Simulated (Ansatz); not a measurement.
Molecular dynamics, with input and output: Ge2H5F (part 5 of 5)

Ge2H5F; RHF/def2-SVP (Ansatz 0.2.0). It belongs to a series of runs on one base structure; here: dynamics from the start.

Geometry of the input (Å):
```
Ge -0.0280  0.0213  -0.0620
F  -0.0113  -0.3945  1.6256
Ge 2.3071  0.0038  -0.8125
H  2.9048  -1.3929  -0.6157
H  2.3605  0.3707  -2.3022
H  3.1167  1.0290  -0.0122
H  -0.6915  1.3985  -0.1447
H  -0.9018  -1.0359  -0.7423
```

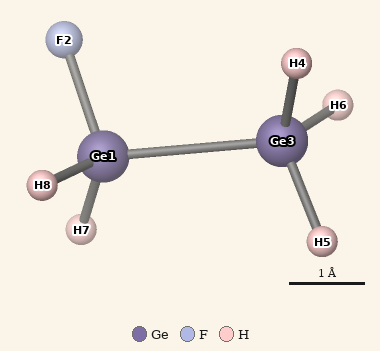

**Figure 1.** The geometry at step 135 of the log (ball-and-stick view, seen at a tilt; atoms are numbered from 1 in the order of the input).

**Trajectory as extended XYZ, continued**
```
8
Properties=species:S:1:pos:R:3:forces:R:3 step=118 time_fs=59.0 energy=-115716.49547 temperature=31.0
Ge   -0.0291    0.0206   -0.0670   -0.1122   0.0502   0.3530
F     0.0018   -0.3922    1.6343   -0.0104   0.0075  -0.3720
Ge    2.3054    0.0046   -0.8113    0.0063  -0.2244   0.2409
H     2.8920   -1.3964   -0.5891   -0.0655  -0.0108  -0.1141
H     2.3659    0.3765   -2.2932    0.0709   0.0569  -0.0538
H     3.1202    0.9643    0.0551    0.0057   0.1739  -0.0759
H    -0.7167    1.3888   -0.1213    0.0674   0.0227  -0.0276
H    -0.9208   -1.0111   -0.7629    0.0378  -0.0759   0.0495
8
Properties=species:S:1:pos:R:3:forces:R:3 step=119 time_fs=59.5 energy=-115716.49484 temperature=30.2
Ge   -0.0292    0.0205   -0.0670   -0.0761   0.0227   0.3445
F     0.0020   -0.3921    1.6344   -0.0181   0.0064  -0.3769
Ge    2.3054    0.0047   -0.8112    0.0263  -0.1379   0.2387
H     2.8895   -1.3943   -0.5889   -0.0427  -0.0601  -0.1100
H     2.3639    0.3753   -2.2960    0.0736   0.0514  -0.0095
H     3.1259    0.9642    0.0572   -0.0410   0.1317  -0.1239
H    -0.7125    1.3875   -0.1243    0.0391   0.0698  -0.0198
H    -0.9217   -1.0082   -0.7662    0.0389  -0.0839   0.0569
8
Properties=species:S:1:pos:R:3:forces:R:3 step=121 time_fs=60.5 energy=-115716.49169 temperature=26.1
Ge   -0.0294    0.0202   -0.0669   -0.0068  -0.0282   0.3226
F     0.0025   -0.3919    1.6344   -0.0333   0.0042  -0.3817
Ge    2.3054    0.0048   -0.8111    0.0636   0.0293   0.2256
H     2.8842   -1.3905   -0.5893    0.0030  -0.1542  -0.0998
H     2.3603    0.3734   -2.3015    0.0772   0.0395   0.0785
H     3.1369    0.9651    0.0605   -0.1298   0.0493  -0.2125
H    -0.7040    1.3855   -0.1304   -0.0150   0.1567  -0.0045
H    -0.9232   -1.0030   -0.7724    0.0412  -0.0966   0.0718
8
Properties=species:S:1:pos:R:3:forces:R:3 step=123 time_fs=61.5 energy=-115716.48731 temperature=20.5
Ge   -0.0297    0.0200   -0.0668    0.0515  -0.0606   0.2943
F     0.0029   -0.3917    1.6342   -0.0481   0.0021  -0.3799
Ge    2.3054    0.0049   -0.8110    0.0931   0.1612   0.2038
H     2.8789   -1.3881   -0.5907    0.0421  -0.2274  -0.0893
H     2.3575    0.3718   -2.3062    0.0784   0.0288   0.1535
H     3.1467    0.9664    0.0618   -0.2016  -0.0188  -0.2793
H    -0.6956    1.3850   -0.1366   -0.0587   0.2193   0.0105
H    -0.9244   -0.9987   -0.7778    0.0432  -0.1047   0.0864
8
Properties=species:S:1:pos:R:3:forces:R:3 step=124 time_fs=62.0 energy=-115716.48541 temperature=18.1
Ge   -0.0298    0.0198   -0.0667    0.0745  -0.0656   0.2777
F     0.0031   -0.3915    1.6340   -0.0552   0.0012  -0.3765
Ge    2.3054    0.0050   -0.8109    0.1039   0.2053   0.1911
H     2.8763   -1.3878   -0.5917    0.0570  -0.2513  -0.0846
H     2.3563    0.3711   -2.3081    0.0783   0.0246   0.1822
H     3.1509    0.9670    0.0615   -0.2279  -0.0442  -0.3014
H    -0.6915    1.3855   -0.1396   -0.0745   0.2369   0.0181
H    -0.9248   -0.9970   -0.7802    0.0440  -0.1068   0.0934
8
Properties=species:S:1:pos:R:3:forces:R:3 step=126 time_fs=63.0 energy=-115716.48355 temperature=15.7
Ge   -0.0300    0.0195   -0.0665    0.1062  -0.0484   0.2402
F     0.0035   -0.3913    1.6335   -0.0688  -0.0006  -0.3645
Ge    2.3054    0.0051   -0.8107    0.1165   0.2388   0.1643
H     2.8717   -1.3888   -0.5943    0.0743  -0.2670  -0.0776
H     2.3546    0.3699   -2.3105    0.0762   0.0195   0.2167
H     3.1577    0.9679    0.0586   -0.2572  -0.0736  -0.3189
H    -0.6840    1.3882   -0.1456   -0.0915   0.2390   0.0333
H    -0.9253   -0.9942   -0.7844    0.0443  -0.1077   0.1065
8
Properties=species:S:1:pos:R:3:forces:R:3 step=128 time_fs=64.0 energy=-115716.48496 temperature=17.5
Ge   -0.0302    0.0193   -0.0663    0.1193   0.0062   0.1976
F     0.0039   -0.3911    1.6328   -0.0813  -0.0022  -0.3458
Ge    2.3054    0.0053   -0.8104    0.1154   0.1937   0.1380
H     2.8678   -1.3924   -0.5976    0.0741  -0.2375  -0.0740
H     2.3536    0.3689   -2.3109    0.0720   0.0195   0.2170
H     3.1620    0.9681    0.0528   -0.2530  -0.0721  -0.2991
H    -0.6774    1.3931   -0.1512   -0.0893   0.1969   0.0489
H    -0.9254   -0.9924   -0.7875    0.0428  -0.1045   0.1176
8
Properties=species:S:1:pos:R:3:forces:R:3 step=130 time_fs=65.0 energy=-115716.48879 temperature=22.4
Ge   -0.0304    0.0190   -0.0661    0.1178   0.0915   0.1511
F     0.0042   -0.3909    1.6320   -0.0925  -0.0038  -0.3203
Ge    2.3055    0.0055   -0.8102    0.0988   0.0757   0.1129
H     2.8646   -1.3982   -0.6017    0.0584  -0.1677  -0.0730
H     2.3533    0.3680   -2.3092    0.0658   0.0246   0.1829
H     3.1639    0.9676    0.0441   -0.2158  -0.0401  -0.2437
H    -0.6716    1.3999   -0.1563   -0.0715   0.1182   0.0644
H    -0.9251   -0.9917   -0.7895    0.0390  -0.0983   0.1257
8
Properties=species:S:1:pos:R:3:forces:R:3 step=131 time_fs=65.5 energy=-115716.49092 temperature=25.2
Ge   -0.0305    0.0188   -0.0660    0.1137   0.1417   0.1271
F     0.0044   -0.3908    1.6315   -0.0975  -0.0048  -0.3051
Ge    2.3055    0.0057   -0.8101    0.0843  -0.0053   0.1005
H     2.8632   -1.4017   -0.6040    0.0464  -0.1215  -0.0728
H     2.3534    0.3677   -2.3077    0.0619   0.0289   0.1543
H     3.1640    0.9672    0.0388   -0.1861  -0.0140  -0.2043
H    -0.6690    1.4038   -0.1587   -0.0589   0.0696   0.0719
H    -0.9248   -0.9917   -0.7901    0.0362  -0.0945   0.1284
8
Properties=species:S:1:pos:R:3:forces:R:3 step=133 time_fs=66.5 energy=-115716.49413 temperature=29.3
Ge   -0.0307    0.0186   -0.0657    0.1033   0.2476   0.0784
F     0.0046   -0.3905    1.6304   -0.1061  -0.0071  -0.2696
Ge    2.3056    0.0059   -0.8098    0.0436  -0.1953   0.0752
H     2.8608   -1.4096   -0.6091    0.0184  -0.0172  -0.0718
H     2.3540    0.3673   -2.3036    0.0528   0.0398   0.0796
H     3.1631    0.9664    0.0270   -0.1098   0.0533  -0.1082
H    -0.6641    1.4119   -0.1629   -0.0311  -0.0350   0.0857
H    -0.9240   -0.9923   -0.7903    0.0288  -0.0863   0.1308
8
Properties=species:S:1:pos:R:3:forces:R:3 step=135 time_fs=67.5 energy=-115716.49467 temperature=30.0
Ge   -0.0309    0.0184   -0.0654    0.0958   0.3473   0.0308
F     0.0048   -0.3903    1.6292   -0.1124  -0.0102  -0.2279
Ge    2.3057    0.0061   -0.8095   -0.0089  -0.3958   0.0481
H     2.8585   -1.4176   -0.6149   -0.0087   0.0883  -0.0680
H     2.3552    0.3672   -2.2988    0.0420   0.0522  -0.0085
H     3.1611    0.9661    0.0141   -0.0212   0.1304   0.0000
H    -0.6596    1.4197   -0.1662   -0.0062  -0.1343   0.0968
H    -0.9228   -0.9938   -0.7892    0.0195  -0.0779   0.1287
8
Properties=species:S:1:pos:R:3:forces:R:3 step=136 time_fs=68.0 energy=-115716.49390 temperature=29.0
Ge   -0.0309    0.0183   -0.0653    0.0948   0.3903   0.0079
F     0.0049   -0.3902    1.6286   -0.1146  -0.0121  -0.2049
Ge    2.3057    0.0062   -0.8094   -0.0368  -0.4894   0.0337
H     2.8573   -1.4213   -0.6180   -0.0198   0.1362  -0.0644
H     2.3559    0.3674   -2.2964    0.0361   0.0581  -0.0529
H     3.1600    0.9664    0.0076    0.0229   0.1677   0.0536
H    -0.6573    1.4232   -0.1675    0.0031  -0.1770   0.1009
H    -0.9222   -0.9948   -0.7882    0.0143  -0.0739   0.1260
8
Properties=species:S:1:pos:R:3:forces:R:3 step=138 time_fs=69.0 energy=-115716.49120 temperature=25.5
Ge   -0.0311    0.0181   -0.0650    0.1004   0.4556  -0.0352
F     0.0050   -0.3900    1.6272   -0.1172  -0.0167  -0.1547
Ge    2.3058    0.0063   -0.8091   -0.0888  -0.6418   0.0034
H     2.8548   -1.4277   -0.6247   -0.0340   0.2135  -0.0534
H     2.3576    0.3681   -2.2920    0.0234   0.0677  -0.1324
H     3.1581    0.9682   -0.0050    0.0999   0.2286   0.1491
H    -0.6528    1.4288   -0.1695    0.0126  -0.2404   0.1059
H    -0.9208   -0.9974   -0.7854    0.0036  -0.0665   0.1175
8
Properties=species:S:1:pos:R:3:forces:R:3 step=140 time_fs=70.0 energy=-115716.48884 temperature=22.5
Ge   -0.0312    0.0180   -0.0647    0.1173   0.4868  -0.0739
F     0.0051   -0.3898    1.6257   -0.1170  -0.0226  -0.1000
Ge    2.3058    0.0063   -0.8088   -0.1253  -0.7240  -0.0287
H     2.8520   -1.4322   -0.6320   -0.0344   0.2580  -0.0371
H     2.3595    0.3695   -2.2888    0.0098   0.0720  -0.1874
H     3.1570    0.9722   -0.0161    0.1486   0.2574   0.2160
H    -0.6482    1.4321   -0.1704    0.0077  -0.2679   0.1059
H    -0.9194   -1.0005   -0.7814   -0.0067  -0.0597   0.1052
8
Properties=species:S:1:pos:R:3:forces:R:3 step=141 time_fs=70.5 energy=-115716.48841 temperature=21.9
Ge   -0.0313    0.0180   -0.0646    0.1299   0.4882  -0.0916
F     0.0051   -0.3897    1.6250   -0.1159  -0.0259  -0.0711
Ge    2.3059    0.0063   -0.8087   -0.1347  -0.7325  -0.0454
H     2.8505   -1.4335   -0.6357   -0.0289   0.2660  -0.0270
H     2.3605    0.3705   -2.2879    0.0028   0.0716  -0.2021
H     3.1570    0.9751   -0.0209    0.1587   0.2558   0.2353
H    -0.6458    1.4328   -0.1705   -0.0005  -0.2669   0.1040
H    -0.9188   -1.0024   -0.7790   -0.0114  -0.0564   0.0978
8
Properties=species:S:1:pos:R:3:forces:R:3 step=143 time_fs=71.5 energy=-115716.48941 temperature=23.2
Ge   -0.0314    0.0180   -0.0644    0.1619   0.4628  -0.1232
F     0.0051   -0.3895    1.6234   -0.1116  -0.0333  -0.0114
Ge    2.3059    0.0062   -0.8084   -0.1331  -0.6797  -0.0809
H     2.8473   -1.4342   -0.6434   -0.0068   0.2527  -0.0036
H     2.3624    0.3729   -2.2875   -0.0115   0.0649  -0.2022
H     3.1581    0.9827   -0.0288    0.1476   0.2179   0.2434
H    -0.6412    1.4324   -0.1699   -0.0276  -0.2359   0.0963
H    -0.9175   -1.0064   -0.7735   -0.0190  -0.0495   0.0815
8
Properties=species:S:1:pos:R:3:forces:R:3 step=145 time_fs=72.5 energy=-115716.49199 temperature=26.5
Ge   -0.0315    0.0181   -0.0641    0.2003   0.4028  -0.1503
F     0.0050   -0.3894    1.6219   -0.1048  -0.0415   0.0502
Ge    2.3059    0.0059   -0.8082   -0.1068  -0.5404  -0.1205
H     2.8440   -1.4325   -0.6511    0.0287   0.2025   0.0228
H     2.3643    0.3759   -2.2890   -0.0256   0.0508  -0.1645
H     3.1606    0.9923   -0.0345    0.0986   0.1380   0.2146
H    -0.6368    1.4297   -0.1685   -0.0666  -0.1705   0.0842
H    -0.9164   -1.0109   -0.7673   -0.0236  -0.0416   0.0636
8
Properties=species:S:1:pos:R:3:forces:R:3 step=147 time_fs=73.5 energy=-115716.49397 temperature=29.1
Ge   -0.0315    0.0182   -0.0639    0.2403   0.3166  -0.1735
F     0.0049   -0.3892    1.6204   -0.0958  -0.0501   0.1120
Ge    2.3059    0.0057   -0.8079   -0.0645  -0.3367  -0.1656
H     2.8410   -1.4289   -0.6586    0.0735   0.1230   0.0503
H     2.3660    0.3794   -2.2920   -0.0391   0.0307  -0.0970
H     3.1640    1.0033   -0.0381    0.0234   0.0295   0.1601
H    -0.6330    1.4254   -0.1662   -0.1129  -0.0811   0.0684
H    -0.9155   -1.0158   -0.7605   -0.0250  -0.0319   0.0452
8
Properties=species:S:1:pos:R:3:forces:R:3 step=148 time_fs=74.0 energy=-115716.49407 temperature=29.2
Ge   -0.0316    0.0183   -0.0638    0.2591   0.2675  -0.1837
F     0.0048   -0.3891    1.6196   -0.0906  -0.0544   0.1427
Ge    2.3059    0.0055   -0.8078   -0.0409  -0.2208  -0.1901
H     2.8397   -1.4266   -0.6622    0.0978   0.0760   0.0638
H     2.3666    0.3812   -2.2940   -0.0453   0.0193  -0.0561
H     3.1659    1.0089   -0.0393   -0.0188  -0.0295   0.1278
H    -0.6315    1.4229   -0.1648   -0.1367  -0.0318   0.0596
H    -0.9152   -1.0183   -0.7569   -0.0244  -0.0262   0.0360
8
Properties=species:S:1:pos:R:3:forces:R:3 step=150 time_fs=75.0 energy=-115716.49201 temperature=26.6
Ge   -0.0316    0.0184   -0.0636    0.2901   0.1674  -0.2020
F     0.0046   -0.3890    1.6182   -0.0791  -0.0627   0.2022
Ge    2.3059    0.0052   -0.8076    0.0045   0.0155  -0.2413
H     2.8379   -1.4216   -0.6689    0.1454  -0.0222   0.0889
H     2.3677    0.3851   -2.2981   -0.0566  -0.0044   0.0301
H     3.1693    1.0199   -0.0408   -0.1023  -0.1450   0.0630
H    -0.6296    1.4178   -0.1616   -0.1810   0.0647   0.0411
H    -0.9147   -1.0236   -0.7495   -0.0209  -0.0131   0.0179
```
